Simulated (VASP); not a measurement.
Band structure of NaCl (space group Fm-3m). Method: PBE GGA, VASP's PBE PAW potentials (set 64) (plane waves; VASP).

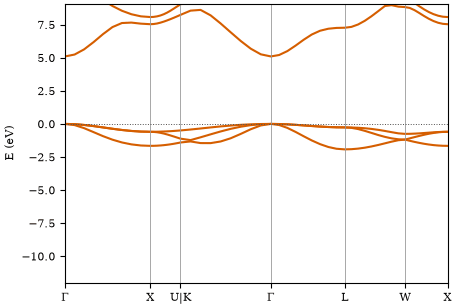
Bands along high-symmetry lines, zero at the valence-band maximum or, without a gap, the Fermi level

Q: Read the plot: is there a gap, and where are the band edges?

A: The gap is direct, 5.10 eV, from the valence maximum at Γ to the conduction minimum at Γ.

The structure is a typed NaCl crystal (Fm-3m). The cell was not relaxed at this level.
